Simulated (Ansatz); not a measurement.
# CHClFGeN (SMILES N#[C][GeH]([F])[Cl]): PBE0/cc-pVDZ

Aim: the vertical singlet–triplet gap of CHClFGeN at PBE0/cc-pVDZ, from 2 runs. 

The results are computed with Ansatz 0.2.0.

154 further runs of the same task are left out: 1 that didn't finish, 153 set aside as unsound or not needed.

### Step 1. The structure to begin with

CHClFGeN has 6 atoms, charge 0, and is taken as a singlet. SMILES: `N#[C][GeH]([F])[Cl]`. Geometry: relaxed at PBE0-D4/def2-TZVP.

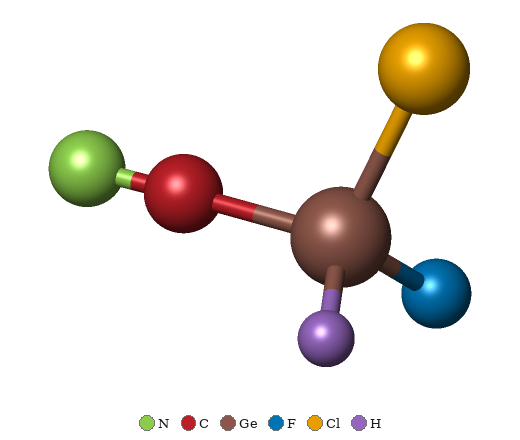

The structure, seen from a chosen angle (nitrogen green, carbon red, germanium brown, fluorine blue, chlorine amber, hydrogen purple).

### Step 2. The energy at PBE0/cc-pVDZ

File in.yaml:

```yaml
crystal:
  periodic: [false, false, false]
  atoms:
    - {symbol: "N", position_ang: [-1.036900, -2.307000, 0.030700]}
    - {symbol: C, position_ang: [-0.544000, -1.267300, 0.040100]}
    - {symbol: Ge, position_ang: [0.237100, 0.477900, 0.107700]}
    - {symbol: F, position_ang: [1.896000, 0.253800, -0.276600]}
    - {symbol: Cl, position_ang: [-0.627600, 1.648100, -1.423900]}
    - {symbol: H, position_ang: [0.117300, 1.130400, 1.475800]}
basis:
  gaussian: {orbitals: cc-pVDZ}
hamiltonian: {xc: pbe0}
accuracy: high
output: {orbitals: {seedname: orbitals}}
```

Command:

```console
$ ansatz run in.yaml --threads 1 --pin off --max-ram 3480MiB --events-out events.jsonl --progress --plain --runs-dir runs
```

What it wrote:

```text
Warning: RAYON_NUM_THREADS=1 ignored (pool sized by the plan → 1); use --threads N
Functional definition: PBE0
  name "PBE0"
  parameter a = 0.25
  parameter kappa = 0.804
  parameter beta = 0.06672455060314922
  exchange = (1 - a)*pbe_x(kappa = kappa, mu = beta*pi^2/3) + a*exact_x
  correlation = pbe_c(beta = beta)
2015 factors; integrals over basis functions are off by at most 4.4e-9 eV
mean field evaluation 1: about -74280.4240 eV, gradient 4.6e1 eV
mean field evaluation 2: about -74270.3335 eV, gradient 8.4e1 eV
mean field evaluation 4: about -74284.7950 eV, gradient 4.9e0 eV
mean field evaluation 8: about -74284.9998 eV, gradient 8.0e-1 eV
mean field evaluation 16: about -74285.0014 eV, gradient 1.8e-4 eV
mean field -74285.00139054 eV, -2729.9234489199 hartree, gradient 4.1e-8 eV, S^2 0.000000; 0 other end points of the search recorded, 0 dependent functions left out
reference -74285.00139272 eV, -2729.9234489999 hartree; 36, 36 occupied and 56, 56 virtual orbitals, 2015 factors
Total energy: -74285.00139272 eV, -2729.9234489999 hartree
```

Run time: 12 s. Hardware: 1 thread of Arm Neoverse V1, shared host; peak memory 0.36 GiB.

### Step 3. The triplet, same level

File run.yaml:

```yaml
crystal:
  periodic: [false, false, false]
  atoms:
    - {symbol: "N", position_ang: [-1.036900, -2.307000, 0.030700]}
    - {symbol: C, position_ang: [-0.544000, -1.267300, 0.040100]}
    - {symbol: Ge, position_ang: [0.237100, 0.477900, 0.107700]}
    - {symbol: F, position_ang: [1.896000, 0.253800, -0.276600]}
    - {symbol: Cl, position_ang: [-0.627600, 1.648100, -1.423900]}
    - {symbol: H, position_ang: [0.117300, 1.130400, 1.475800]}
basis:
  gaussian:
    orbitals: cc-pVDZ
magnetization:
  spin_polarized: true
  initial_magnetization: 2
hamiltonian:
  xc: pbe0
accuracy: high
output: {orbitals: {seedname: orbitals}}
```

Command:

```console
$ ansatz run run.yaml --threads 1 --pin off --max-ram 3480MiB --events-out events.jsonl --progress --plain --runs-dir runs
```

What it wrote:

```text
Warning: RAYON_NUM_THREADS=1 ignored (pool sized by the plan → 1); use --threads N
Functional definition: PBE0
  name "PBE0"
  parameter a = 0.25
  parameter kappa = 0.804
  parameter beta = 0.06672455060314922
  exchange = (1 - a)*pbe_x(kappa = kappa, mu = beta*pi^2/3) + a*exact_x
  correlation = pbe_c(beta = beta)
2015 factors; integrals over basis functions are off by at most 4.4e-9 eV
mean field evaluation 1: about -74265.9238 eV, gradient 4.4e1 eV
mean field evaluation 2: about -74107.4041 eV, gradient 1.4e2 eV
mean field evaluation 4: about -74274.5321 eV, gradient 2.7e1 eV
mean field evaluation 8: about -74278.7845 eV, gradient 1.1e0 eV
mean field evaluation 16: about -74278.9894 eV, gradient 1.1e-1 eV
mean field evaluation 32: about -74278.9913 eV, gradient 4.3e-4 eV
mean field -74278.99126652 eV, -2729.7025809361 hartree, gradient 2.5e-8 eV, S^2 2.005424; 4 other end points of the search recorded, 0 dependent functions left out
reference -74278.99126883 eV, -2729.7025810210 hartree; 37, 35 occupied and 55, 57 virtual orbitals, 2015 factors
Total energy: -74278.99126883 eV, -2729.7025810210 hartree
```

Run time: 58 s. Hardware: 1 thread of Arm Neoverse V1, shared host; peak memory 0.59 GiB.

### Step 4. Outcome

Level: PBE0/cc-pVDZ.

| quantity | value |
| --- | --- |
| singlet: total energy | -2729.92345 Eh |
| singlet: HOMO energy | -9.92 eV |
| singlet: LUMO energy | -1.34 eV |
| singlet: HOMO–LUMO gap | 8.59 eV |
| triplet: total energy | -2729.70258 Eh |
| triplet: HOMO energy (highest over α and β) | -4.71 eV |
| triplet: ⟨S²⟩ | 2.005 |
| vertical energy of the triplet above the singlet | 6.010 eV |

**Reading.** At this shape the triplet lies 6.01 eV (580 kJ/mol) above the singlet.
